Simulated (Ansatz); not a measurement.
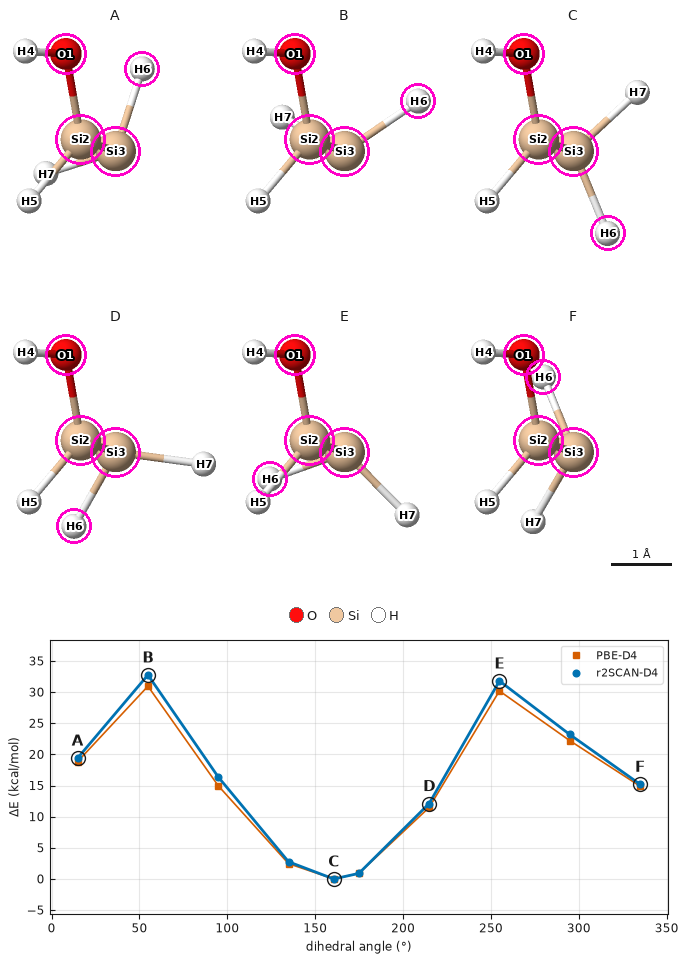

A scan of Si$_{2}$H$_{4}$O: the O1–Si2–Si3–H6 dihedral angle is varied, with the rest of the molecule carried along rigidly. The lettered frames are marked on the plot, at the values of r2SCAN-D4. A ball-and-stick model, seen almost along the central bond, with a slight tilt. The ringed atoms are those of the scanned coordinate.

Computed with Ansatz: r2SCAN-D4, PBE-D4, basis def2-TZVPP, on geometries moved rigidly from the minimum at PBE0-D4/def2-TZVP. Energies are counted from the PBE0-D4/def2-TZVP minimum geometry at the same level.

> Read off the main features of the energy profile.

With r2SCAN-D4: the lowest computed point lies at the dihedral 160.5° (0.0 kcal/mol). Local maxima lie at 54.8° (32.8 kcal/mol), 254.8° (31.8 kcal/mol). The highest point, at 54.8°, lies 32.8 kcal/mol above the lowest and gives an upper estimate of the barrier to rotation, since the rotor is rigid. At 54.8° the levels give PBE-D4 31.0 kcal/mol, r2SCAN-D4 32.8 kcal/mol.
